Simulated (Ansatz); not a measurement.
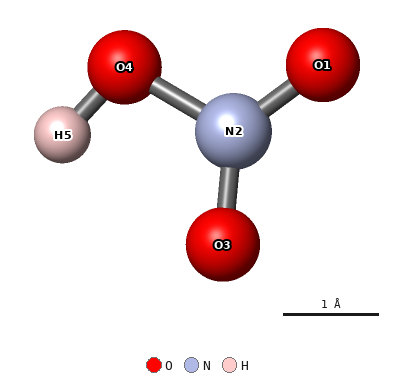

The input geometry (ball-and-stick view, seen at a tilt; atoms are numbered from 1 in the order of the input). Bond lengths as drawn: H–O 0.97 Å and N–O 1.19 to 1.39 Å.

Single-point calculation, with input and output: NHO3

System: NHO3, SMILES O=[N+]([O-])O.
Method: RKS PBE0-D4/def2-TZVPP (Ansatz 0.2.0).

The geometry comes from this level: PBE0-D4/def2-TZVP.

Log:
```
Functional definition: PBE0
  name "PBE0"
  cite "Adamo & Barone, J. Chem. Phys. 110, 6158 (1999) doi:10.1063/1.478522"
  cite "Perdew, Burke & Ernzerhof, Phys. Rev. Lett. 77, 3865 (1996) doi:10.1103/PhysRevLett.77.3865"
  parent pbe
  parameter a = 0.25
  parameter kappa = 0.804
  parameter beta = 0.06672455060314922
  exchange = (1 - a)*pbe_x(kappa = kappa, mu = beta*pi^2/3) + a*exact_x
  correlation = pbe_c(beta = beta)
667 factors; their error is unknown
mean field evaluation 1: about -7633.7496 eV, gradient 6.0e1 eV
mean field evaluation 2: about -7626.0892 eV, gradient 9.5e1 eV
mean field evaluation 4: about -7638.8842 eV, gradient 5.6e0 eV
mean field evaluation 8: about -7638.9348 eV, gradient 1.6e-1 eV
mean field evaluation 16: about -7638.9678 eV, gradient 2.9e-5 eV
mean field -7638.96784387 eV, -280.7268903839 hartree, gradient 2.9e-5 eV, S^2 0.000000; 0 other end points of the search recorded, 0 dependent functions left out
reference -7638.96786034 eV, -280.7268909891 hartree; 16, 16 occupied and 122, 122 virtual orbitals, 667 factors
Total energy: -7639.01416630 eV, -280.7285927017 hartree
```

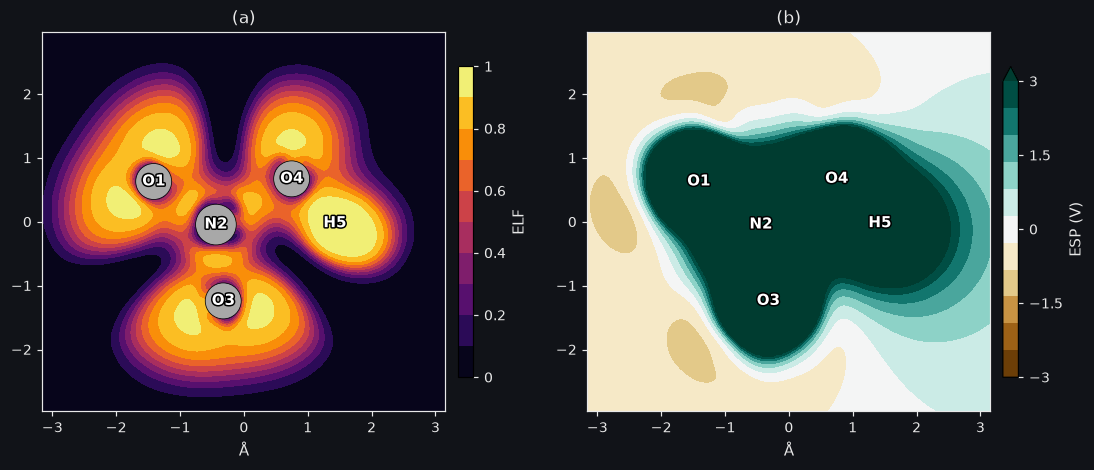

(a) electron localisation function; (b) molecular electrostatic potential on the molecular plane. Grey discs, where drawn, cover atomic cores. The section cuts through O, N and H sites. N–O (1.19 Å): the ELF peaks at about 0.85 between the atoms (a multiple bond by its length, whose ELF region spreads away from the axis).

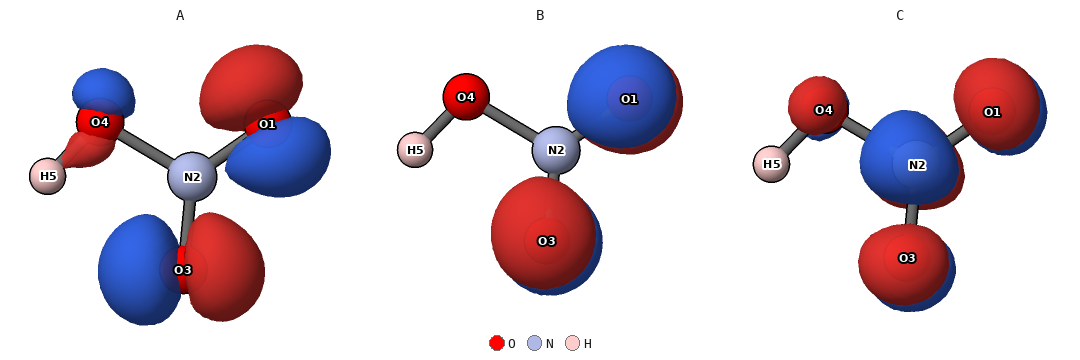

Three frontier orbitals at ±0.2 Å⁻³ᐟ² (blue and red are the two phases). B is the HOMO−1 (−10.08 eV). A is the HOMO (−9.50 eV). C is the LUMO (−1.89 eV). Its weight (Hirshfeld) is mainly on N2 (40 %), O1 (30 %) and O3 (25 %); it changes sign across the molecular plane (π type); π-antibonding (a node) across O1–N2, N2–O3 and N2–O4. The HOMO–LUMO gap is 7.61 eV between the orbital energies.

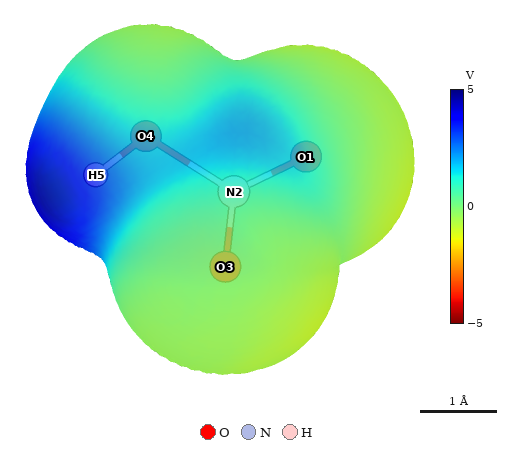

The electrostatic potential painted on the density surface at 0.004 e/bohr³, seen at a tilt; red is negative and blue positive. A positive charge is drawn to the negative regions and a negative charge to the positive ones.

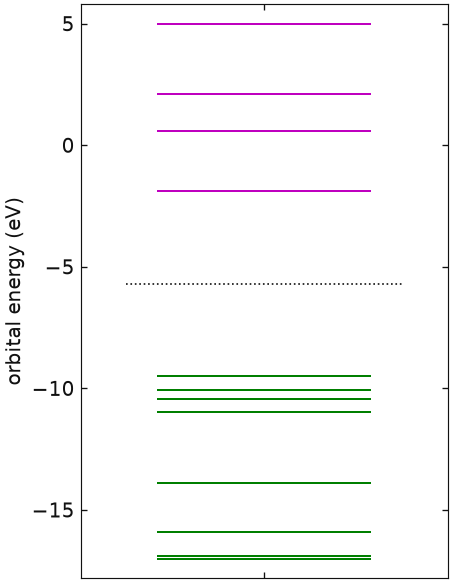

Orbital energies near the frontier; the dotted line parts filled from empty levels, and levels within 0.02 eV of each other stand side by side. Highest filled −9.50 eV, lowest empty −1.89 eV, 7.61 eV apart.

This output came from the following input.

The input:
```yaml
crystal:
  periodic: [false, false, false]
  atoms:
    - {symbol: O, position_ang: [1.317858, -0.315824, 0.746459]}
    - {symbol: N, position_ang: [0.253096, -0.279661, 0.226215]}
    - {symbol: O, position_ang: [-0.596391, -1.123918, 0.141468]}
    - {symbol: O, position_ang: [-0.044118, 0.932984, -0.373944]}
    - {symbol: H, position_ang: [-0.930444, 0.786409, -0.740187]}
basis:
  gaussian: {orbitals: def2-TZVPP}
hamiltonian: {xc: pbe0, dispersion: d4}
output: {orbitals: {seedname: orbitals}}
```

Command:
```bash
ansatz run in.yaml --threads 4 --pin off --events-out ev --progress --plain --max-ram 10444MiB
```

Key numbers:

| quantity | value |
| --- | --- |
| outcome | converged |
| total energy | −7639.0142 eV |
| mean-field energy | −7638.9679 eV |
| dispersion energy | −0.0463 eV |
| SCF solution under orbital rotations | stable |
| HOMO | −9.50 eV |
| LUMO | −1.89 eV |
| hardware | 4 threads of Arm Neoverse V1, 23 GiB of memory available, shared host |
| wall time | 0.75 s (CPU time 2.6 s) |
| peak memory | 0.19 GiB |
